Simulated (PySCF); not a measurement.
```yaml
atoms:
  - { symbol: C, position_ang: [-2.1682, -0.2759, -0.0290] }
  - { symbol: C, position_ang: [-0.8395, -0.4842, 0.7011] }
  - { symbol: C, position_ang: [0.3761, -0.0783, -0.0639] }
  - { symbol: C, position_ang: [0.2762, 1.1287, -0.9479] }
  - { symbol: C, position_ang: [-0.1707, 2.2747, -0.1946] }
  - { symbol: N, position_ang: [-0.5304, 3.1623, 0.4305] }
  - { symbol: B, position_ang: [1.7414, -0.7803, 0.0777] }
  - { symbol: O, position_ang: [2.7836, -0.3160, -0.6697] }
  - { symbol: O, position_ang: [1.9876, -1.8493, 0.8996] }
  - { symbol: H, position_ang: [-2.9830, -0.6704, 0.5738] }
  - { symbol: H, position_ang: [-2.3575, 0.7806, -0.2000] }
  - { symbol: H, position_ang: [-2.1659, -0.7974, -0.9843] }
  - { symbol: H, position_ang: [-0.8763, 0.0965, 1.6348] }
  - { symbol: H, position_ang: [-0.7516, -1.5367, 0.9891] }
  - { symbol: H, position_ang: [1.2579, 1.3446, -1.3749] }
  - { symbol: H, position_ang: [-0.4376, 0.9682, -1.7657] }
  - { symbol: H, position_ang: [3.5931, -0.8042, -0.5187] }
  - { symbol: H, position_ang: [1.2561, -2.1565, 1.4302] }
```

Geometry: GFN2-xTB.

Computed with UKS B3LYP, pcH-1 on B C H N O, non-relativistic, mean-field spin-orbit, GIAO in PySCF.

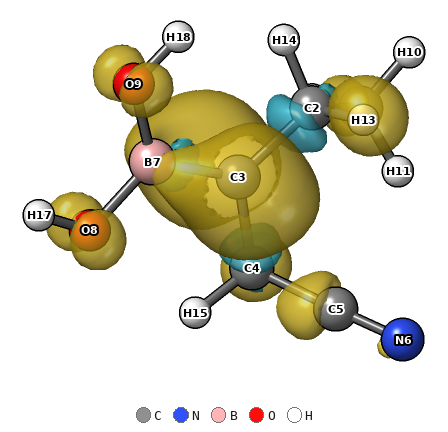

C5H9BNO2 (doublet). Isosurfaces of the spin density at +0.015 (yellow) and −0.015 e/Å³ (cyan), seen at a tilt.

Question: Describe the spin distribution.

Answer: The unpaired spin (1 electron) lies mostly on C3 (about 0.6) and B7 (about 0.1), in electrons by Hirshfeld's partition.
